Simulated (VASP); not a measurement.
Band structure of MnO$_{2}$ (rutile). All values below come from PBE GGA with D3 dispersion (Becke-Johnson damping), VASP's PBE PAW potentials (set 64) (plane waves; VASP).

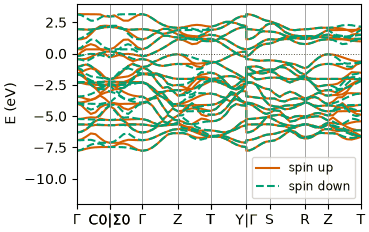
*Bands along high-symmetry lines, zero at the valence-band maximum or, without a gap, the Fermi level*

Q: Read the plot: is there a gap, and where are the band edges?

A: It has no gap at this level: it comes out as a metal or semimetal. (Edges off the drawn lines would not show.)

The compound is MnO2 in the rutile structure. It was relaxed first.
